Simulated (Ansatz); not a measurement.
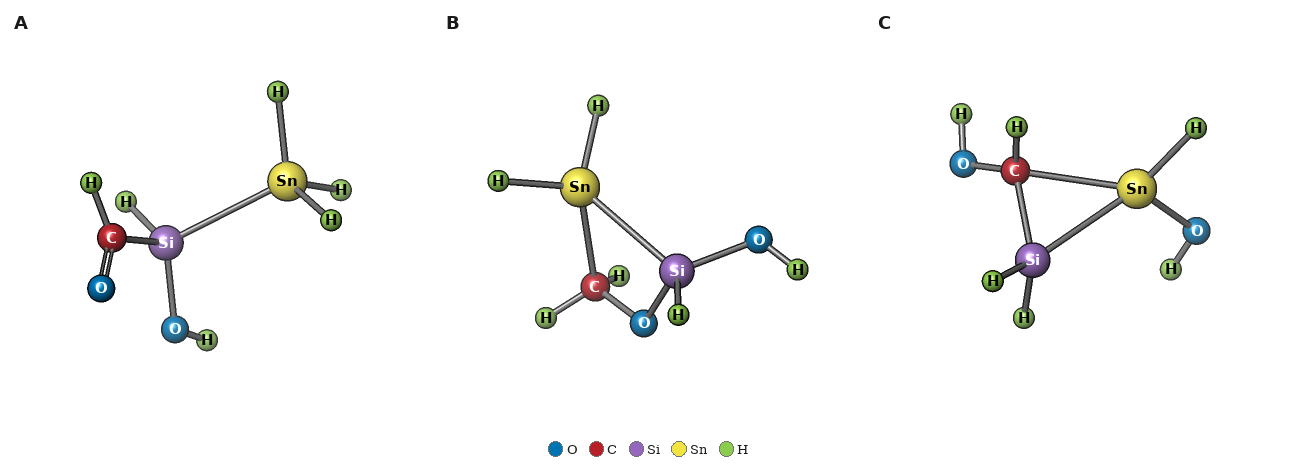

3 stationary structures of one formula. Geometries: PBE-D4/def2-SVP. Electronic energies: PBE-D4/def2-SVP (Ansatz 0.2.0), without zero-point energy. No frequency run is at hand to confirm each as a minimum. Each is one conformer, not always the lowest.

How are they related?

Answer. They are constitutional isomers of CH6O2SiSn: A `O=C[Si@H](O)[SnH3]`, B `O[Si@@H]1O[CH2][SnH2]1`, C `O[C@H]1[SiH2][Sn@H]1[OH]`.

Which is lowest in energy, and by how much?

Answer. B is lowest; A lies 92.4 kJ/mol above it, C lies 234.2 kJ/mol above it.
